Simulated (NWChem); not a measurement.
# C3H4O− (SMILES C=C[CH][O-]) at 4 levels

We compute a comparison of 4 runs (UHF/def2-SVP, UPBE/6-31G, UPBE0/def2-SVP, UMP2/6-31G) of C3H4O−. 

The calculation is run with NWChem 7.3.0.

## 1. The molecule

C3H4O−: 8 atoms, total charge -1, spin state doublet. As SMILES, `C=C[CH][O-]`. Geometry: relaxed at GFN2-xTB.

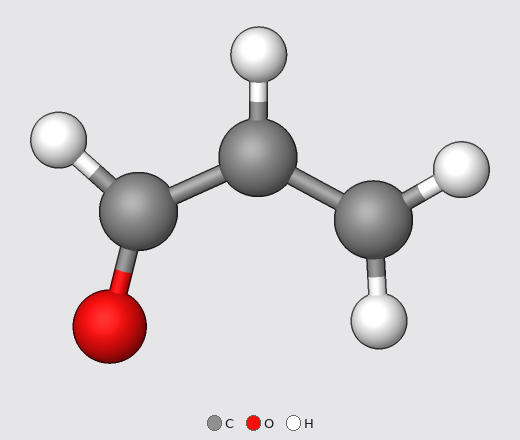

Viewed from a chosen angle; carbon grey, oxygen red, hydrogen white.

## 2. Energy and forces at UHF/def2-SVP (run 1)

File mol.nw:

```
start mol
memory stack 880 mb heap 220 mb global 1100 mb
charge -1

geometry units atomic noautosym nocenter noautoz
   C      0.23976845     1.90476834    -1.45066716
   C      0.57202010     0.28818323     0.57606411
   C     -0.62476235    -2.03487599     0.97438058
   O     -2.24191438    -3.15712764    -0.39115441
   H     -1.05064993     1.44248464    -2.95218684
   H      1.25135774     3.67547952    -1.58931636
   H      1.89879681     0.87235427     2.04492933
   H     -0.04461643    -2.99126638     2.78795075
end

basis spherical bse
   * library def2-SVP
end

scf
   nopen 1
   uhf
   thresh 1e-08
   maxiter 80
end

task scf gradient
```

Started as:

```bash
nwchem mol.nw > mol.out
```

The log of the run:

```text
[...]
  functions       =    76
[...]
  wavefunction    = UHF
[...]
         Total SCF energy =   -190.582162079187
      One electron energy =   -470.496711781757
      Two electron energy =    176.861367119030
 Nuclear repulsion energy =    103.053182583540
                       Sz =      0.5000
                 Sz(Sz+1) =      0.7500
                      S^2 =      0.8469
[...]
                         UHF ENERGY GRADIENTS
    atom               coordinates                        gradient
                 x          y          z           x          y          z
   1 C       0.239768   1.904768  -1.450667    0.001075  -0.008144   0.009497
   2 C       0.572020   0.288183   0.576064   -0.004670   0.004693  -0.012052
   3 C      -0.624762  -2.034876   0.974381    0.018671   0.022453   0.004876
   4 O      -2.241914  -3.157128  -0.391154   -0.018966  -0.014893  -0.013608
   5 H      -1.050650   1.442485  -2.952187    0.003862   0.001628   0.004400
   6 H       1.251358   3.675480  -1.589316   -0.001956  -0.002988  -0.000088
   7 H       1.898797   0.872354   2.044929    0.000566   0.001263   0.000195
   8 H      -0.044616  -2.991266   2.787951    0.001418  -0.004011   0.006780
[...]
```

It took 12 s on 1 thread of AMD EPYC 7R13 (Zen 3), shared host; peak memory 0.1 GiB.

## 3. Energy and forces at UPBE/6-31G (run 2)

File sp.xyz:

```xyz
8
C3H4O PBE
C      0.126880     1.007960    -0.767660
C      0.302700     0.152500     0.304840
C     -0.330610    -1.076810     0.515620
O     -1.186370    -1.670680    -0.206990
H     -0.555980     0.763330    -1.562230
H      0.662190     1.944980    -0.841030
H      1.004800     0.461630     1.082130
H     -0.023610    -1.582910     1.475320
```

File sp.nw:

```
echo
start sp
title "C3H4O PBE"
memory stack 880 mb heap 220 mb global 1100 mb
charge -1
geometry noautosym nocenter noautoz
 load format xyz sp.xyz
end
basis spherical bse
 * library 6-31G
end
dft
 xc xpbe96 cpbe96
 mult 2
 grid xfine
 convergence energy 1e-08
 iterations 100
 mulliken
end
task dft gradient
```

Started as:

```bash
nwchem sp.nw > sp.out
```

The log of the run:

```text
[...]
          Wavefunction type:  spin polarized.
          No. of atoms     :     8
          No. of electrons :    31
[...]
          Charge           :    -1
          Spin multiplicity:     2
[...]
          AO basis - number of functions:    44
[...]
              XC Information
              --------------
          PerdewBurkeErnzerhof Exchange Functional  1.000
            Perdew 1991 LDA Correlation Functional  1.000 local
           PerdewBurkeErnz. Correlation Functional  1.000 non-local
[...]
 d= 0,ls=0.0,diis     1   -191.4604560826 -2.95D+02  3.06D-02  2.53D-01     2.0
[...]
 d= 0,ls=0.0,diis    13   -191.6119846768 -7.92D-09  6.56D-07  6.58D-10    23.5
[...]
         Total DFT energy =     -191.611984676788
      One electron energy =     -471.056597374000
           Coulomb energy =      202.757353474947
    Exchange-Corr. energy =      -26.365930714351
 Nuclear repulsion energy =      103.053189936617
[...]
      Total Density - Mulliken Population Analysis
     ---------------------------------------------
    Atom       Charge   Shell Charges
 -----------   ------   -------------------------------------------------------
    1 C    6     6.40   2.00  0.67  2.08  0.54  1.11
    2 C    6     6.11   2.00  0.69  2.09  0.46  0.87
    3 C    6     5.96   2.00  0.71  2.06  0.42  0.78
    4 O    8     8.56   2.00  0.91  2.86  1.03  1.77
    5 H    1     0.93   0.54  0.40
    6 H    1     0.98   0.54  0.44
    7 H    1     0.99   0.55  0.45
    8 H    1     1.06   0.54  0.52
[...]
      <S2> =      0.7535 (Exact =     0.7500)
[...]
  wavefunction    = open shell
                         DFT ENERGY GRADIENTS
    atom               coordinates                        gradient
                 x          y          z           x          y          z
   1 C       0.239768   1.904768  -1.450667   -0.000666  -0.008572   0.007275
   2 C       0.572020   0.288183   0.576064   -0.007895  -0.006996  -0.005638
   3 C      -0.624762  -2.034876   0.974381   -0.017570   0.002095  -0.029729
   4 O      -2.241914  -3.157127  -0.391154    0.031552   0.019208   0.029869
   5 H      -1.050650   1.442485  -2.952187    0.008468   0.003191   0.009827
   6 H       1.251358   3.675479  -1.589316   -0.004936  -0.009127   0.001200
   7 H       1.898797   0.872354   2.044929   -0.005308  -0.000953  -0.006734
   8 H      -0.044616  -2.991266   2.787951   -0.003644   0.001154  -0.006069
[...]
```

Run time: 27 s. Hardware: 1 thread of AMD EPYC 7R13 (Zen 3), shared host; peak memory 0.13 GiB.

Run 3 isn't shown in full; the table further down has it.

## 4. Energy and gradient at UMP2/6-31G (run 4)

File run.py:

```python
from ase import Atoms
from ase.calculators.nwchem import NWChem

atoms = Atoms(['C', 'C', 'C', 'O', 'H', 'H', 'H', 'H'], positions=[
    [0.126880, 1.007960, -0.767660],
    [0.302700, 0.152500, 0.304840],
    [-0.330610, -1.076810, 0.515620],
    [-1.186370, -1.670680, -0.206990],
    [-0.555980, 0.763330, -1.562230],
    [0.662190, 1.944980, -0.841030],
    [1.004800, 0.461630, 1.082130],
    [-0.023610, -1.582910, 1.475320],
])

calc = NWChem(
    label='c3h4o',
    theory='mp2',
    memory='2200 mb',
    basis='6-31G',
    basispar='spherical bse',
    charge=-1,
    scf={'nopen': '1', 'uhf': None, 'thresh': '1e-08', 'maxiter': '80'},
    mp2={'freeze': 'core 4', 'tight': None},
)
atoms.calc = calc

forces = atoms.get_forces()
print(f"energy = {atoms.get_potential_energy():.6f} eV")
print("forces (eV/A):")
for s, f in zip(atoms.symbols, forces):
    print(f"{s:2s} {f[0]:10.5f} {f[1]:10.5f} {f[2]:10.5f}")
```

Started as:

```bash
export ASE_NWCHEM_COMMAND="nwchem PREFIX.nwi > PREFIX.nwo"
python run.py
```

The log of the run:

```text
energy = -5197.840880 eV
forces (eV/A):
C    -0.03430    0.53484   -0.56729
C     0.48722    0.12033    0.63743
C     1.28900    0.23649    1.80579
O    -1.79844   -1.17520   -1.62874
H    -0.32864   -0.08546   -0.41858
H     0.15735    0.32663   -0.07240
H     0.16054   -0.00391    0.22425
H     0.06726    0.04628    0.01959
```

The calculator wrote c3h4o.nwi:

```
title "c3h4o"

permanent_dir c3h4o

scratch_dir c3h4o

start c3h4o

geometry units angstrom nocenter noautosym noautoz
  C  1.2687999999999999e-01 1.0079600000000000e+00 -7.6766000000000001e-01
  C  3.0270000000000002e-01 1.5250000000000000e-01 3.0484000000000000e-01
  C  -3.3061000000000001e-01 -1.0768100000000000e+00 5.1561999999999997e-01
  O  -1.1863699999999999e+00 -1.6706799999999999e+00 -2.0699000000000001e-01
  H  -5.5598000000000003e-01 7.6332999999999995e-01 -1.5622300000000000e+00
  H  6.6218999999999995e-01 1.9449799999999999e+00 -8.4103000000000006e-01
  H  1.0047999999999999e+00 4.6162999999999998e-01 1.0821300000000000e+00
  H  -2.3609999999999999e-02 -1.5829100000000000e+00 1.4753200000000000e+00
end

charge -1

memory 2200 mb

basis spherical bse noprint
   * library 6-31G
end

scf
  nopen 1
  uhf
  thresh 1e-08
  maxiter 80
end
mp2
  freeze core 4
  tight
end

task mp2 gradient
```

c3h4o.nwo:

```text
Northwest Computational Chemistry Package (NWChem) 7.3.0
             --------------------------------------------------------

           Job information
           ---------------

    nwchem branch   = 7.3.0
    use scalapack   = T
    input           = c3h4o.nwi
    prefix          = c3h4o.
    data base       = c3h4o/c3h4o.db
    status          = startup
    nproc           =        1

           Memory information
           ------------------

    heap     =     72089596 doubles =      550.0 Mbytes
    stack    =     72089601 doubles =      550.0 Mbytes
    global   =    144179200 doubles =     1100.0 Mbytes (distinct from heap & stack)
    total    =    288358397 doubles =     2200.0 Mbytes
    verify   = yes
    hardfail = no

[... 133 lines left out ...]
         Quadratically convergent UHF
[... 18 lines left out ...]
         Total SCF energy =   -190.645879520429
[... 2 lines left out ...]
 Nuclear repulsion energy =    103.053189936617
[... 69 lines left out ...]
                    UHF Final Alpha Molecular Orbital Analysis
[... 511 lines left out ...]
                Dipole Moments (a.u.)
[... 103 lines left out ...]
  MP2 natural orbitals output to c3h4o/c3h4o.mp2nos
[... 1 line left out ...]
                         mp2 ENERGY GRADIENTS

    atom               coordinates                        gradient
                 x          y          z           x          y          z
   1 C       0.239768   1.904768  -1.450667    0.000667  -0.010401   0.011032
   2 C       0.572020   0.288183   0.576064   -0.009475  -0.002340  -0.012396
   3 C      -0.624762  -2.034876   0.974381   -0.025067  -0.004599  -0.035117
[... 4 lines of this table left out ...]
   8 H      -0.044616  -2.991266   2.787951   -0.001308  -0.000900  -0.000381

                 ----------------------------------------
                 |  Time  |  1-e(secs)   |  2-e(secs)   |
                 ----------------------------------------
                 |  CPU   |       0.00   |       0.41   |
                 ----------------------------------------
                 |  WALL  |       0.00   |       0.41   |
                 ----------------------------------------
 -----------------------
 Task  times  cpu:       10.1s     wall:       10.1s
 Total times  cpu:       10.2s     wall:       10.2s
```

It took 12 s on 1 thread of AMD EPYC 7R13 (Zen 3), shared host; peak memory 0.11 GiB.

## 5. All runs side by side

| run | level | iteration cap | module | energy (Eh) | HOMO energy (eV) | LUMO energy (eV) | ⟨S²⟩ | wall time |
| --- | --- | --- | --- | --- | --- | --- | --- | --- |
| 1 | UHF/def2-SVP | 80 | scf | -190.582162 | -0.65 | 9.45 | 0.847 | 12 s |
| 2 | UPBE/6-31G | 100 | dft | -191.611985 | 3.53 | 4.45 | 0.753 | 27 s |
| 3 | UPBE0/def2-SVP | 100 | dft | -191.537552 | 2.05 | 5.16 | 0.764 | 47 s |
| 4 | UMP2/6-31G | 80 | mp2 | -191.017131 | -0.52 | 9.68 | 0.862 | 12 s |

## 6. Outcome

```
                                                         quantity          value
                                              run 4: total energy  -191.01713 Eh
run 4: HOMO energy (Hartree–Fock orbitals) (highest over α and β)       -0.52 eV
 run 4: LUMO energy (Hartree–Fock orbitals) (lowest over α and β)        9.68 eV
               run 4: correlation energy (4 core orbitals frozen)     -371.3 mEh
                         run 4: ⟨S²⟩ of the reference determinant          0.862
                                  run 4: largest force on an atom     2.696 eV/Å
```

What this shows: Totals of different functionals can't be ranked against each other. In runs 2, 3 the HOMO lies above zero, so the outermost electron may be held by the basis alone. Spin contamination of the reference: run 4 ⟨S²⟩ = 0.86. All runs together took 99 s, the longest 47 s.
